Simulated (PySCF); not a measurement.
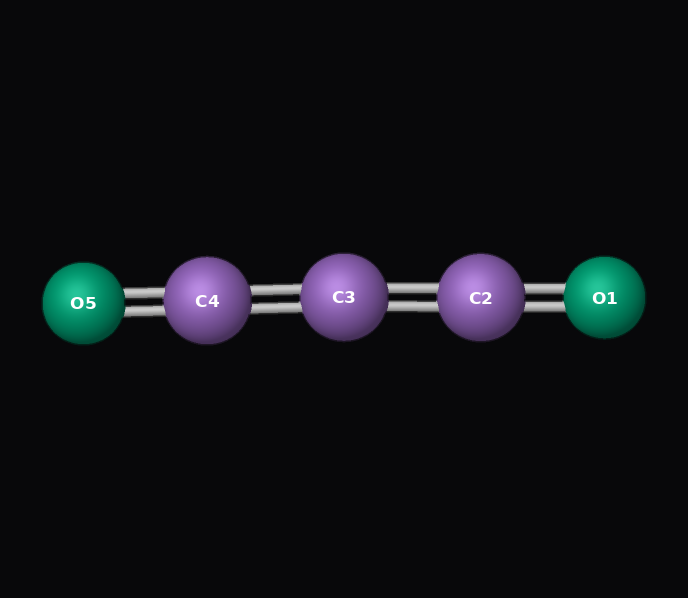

The questions are on isotropic NMR shieldings of the C atoms. The geometry was computed by an optimisation with PBE0-D3(BJ)/def2-SVP. No frequency run is at hand to confirm it as a minimum. Properties computed with GIAO WP04/pcSseg-1 NMR shielding, non-relativistic, IEF-PCM chloroform (PySCF 2.14.0).

List the isotropic NMR shieldings of the C atoms.

```json
{"atom": "C2", "σ (ppm)": "53.7"}
{"atom": "C3", "σ (ppm)": "193.1"}
{"atom": "C4", "σ (ppm)": "53.7"}
```
